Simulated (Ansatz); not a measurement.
## Electronic structure of ClF₄Ta···HCl in real space

Input file:

```
crystal:
  periodic: [false, false, false]
  atoms:
    - { symbol: Ta, position_ang: [-0.399633, 0.273947, -0.241449] }
    - { symbol: Cl, position_ang: [3.253701, 0.019953, -0.522691] }
    - { symbol: F, position_ang: [0.559685, -0.080913, 1.315317] }
    - { symbol: Cl, position_ang: [0.064232, -0.601103, -2.310598] }
    - { symbol: F, position_ang: [-1.883381, 1.391625, -0.208031] }
    - { symbol: F, position_ang: [-1.521733, -1.170498, 0.212754] }
    - { symbol: F, position_ang: [0.69237, 1.833268, -0.49089] }
    - { symbol: H, position_ang: [2.730359, 1.246022, -0.521911] }
basis:
  gaussian: { orbitals: def2-SVP }
hamiltonian:
  xc: b3lyp
relax:
  f_tol: 0.03
  max_steps: 50
output:
  orbitals: {}
```

Command:

```sh
ansatz run input.yaml --threads 4 --pin off --max-ram 5120MiB --backend cpu --events-out ev --progress --plain --runs-dir out
```

The fields are those of the run's last geometry, not of the input's.

Core potentials replace the inner electrons of Ta.

The calculation used RKS B3LYP/def2-SVP in Ansatz.

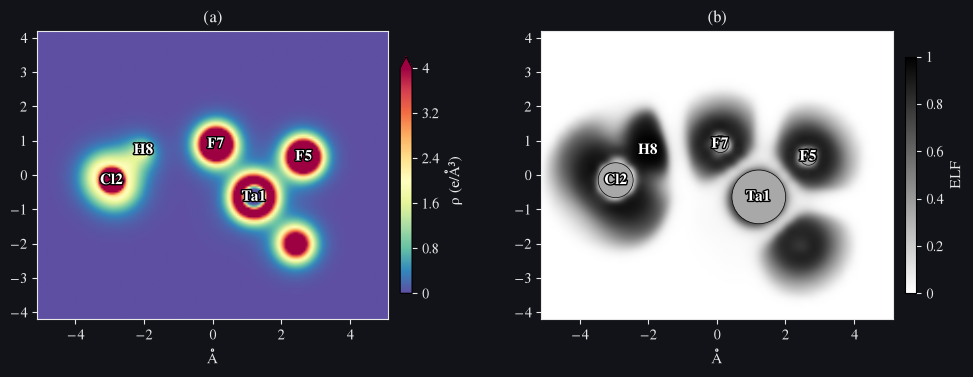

Figure 1. (a) electron density; (b) ELF on the plane of atoms F5, Ta1 and F7. Grey discs cover the atomic cores in the ELF map.

Interpret the plot.

- Atoms in the plane: Ta, Cl, F and H.
- F7···H8 (2.12 Å): the density falls to about 0.11 e/Å³ on the way; the ELF dips to about 0.05 between them.
- Ta–F (1.86 Å): ρ is about 1 e/Å³ halfway; the ELF peaks at about 0.80 in the valence shell of F, 0.5 Å from its nucleus, and drops to about 0.20 between the two atoms.
- Cl–H (1.29 Å): ρ is about 1.9 e/Å³ halfway; the ELF climbs to about 1 towards the hydrogen, as it does in any bond to H.
- Ta–F (1.91 Å): the density is about 0.94 e/Å³ at the midpoint; the ELF peaks at about 0.85 in the valence shell of F, 0.5 Å from its nucleus, and drops to about 0.20 between the two atoms.
- The ELF also peaks beside Cl2, away from the bonds: lone-pair regions.

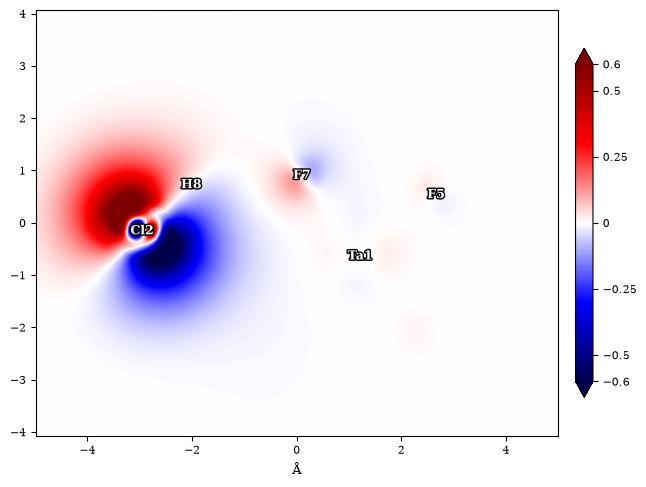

Figure 2. The HOMO−1 on the plane of atoms F5, Ta1 and F7 (values in Å⁻³ᐟ²; the overall sign is arbitrary).

Where does this orbital lie, and at what energy?

By Hirshfeld shares it lies mainly on Cl2 (about 95 %); largely a lone pair of Cl2. Its energy is −8.74 eV.

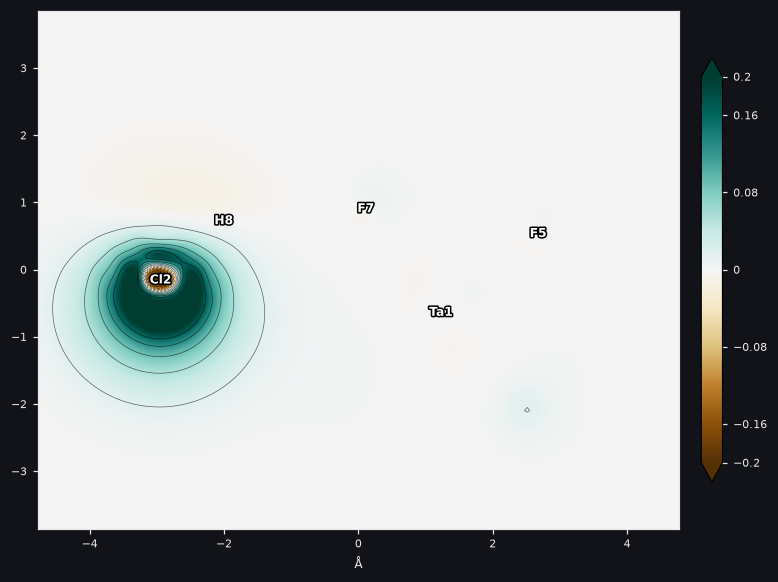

Figure 3. One frontier orbital on the plane of atoms F5, Ta1 and F7 (values in Å⁻³ᐟ²; the overall sign is arbitrary).

Which orbital is it: HOMO or LUMO?

The HOMO, at −8.69 eV. Its weight (Hirshfeld) is mainly on Cl2 (about 95 %); largely a lone pair of Cl2.
